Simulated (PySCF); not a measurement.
SMILES C=C[Si](F)(F)Cl at its CAM-B3LYP/def2-SVP optimised geometry (Å):

```
9

C     -2.3404    -1.0241     2.2595
C     -1.4880    -1.6381     1.4352
Si    -0.7631    -0.7613     0.0000
F     -1.2738     0.7613     0.0000
F     -1.2313    -1.4046    -1.3934
Cl     1.2738    -0.7613     0.0000
H     -2.6323     0.0200     2.1095
H     -2.7832    -1.5361     3.1196
H     -1.2174    -2.6833     1.6216
```

Calculation: CAM-B3LYP/def2-TZVP (PySCF). Cells within 0.4 Å of a nucleus heavier than hydrogen are left out (blank, or x).

Map of the deformation density (molecule minus spherical neutral atoms) (e/bohr³) on the plane z = 0.0 Å:

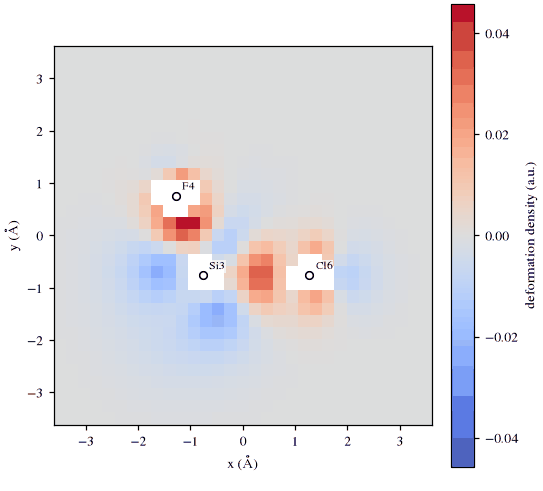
Deformation density (molecule minus spherical neutral atoms) (e/bohr³) on the plane z = 0.0 Å.
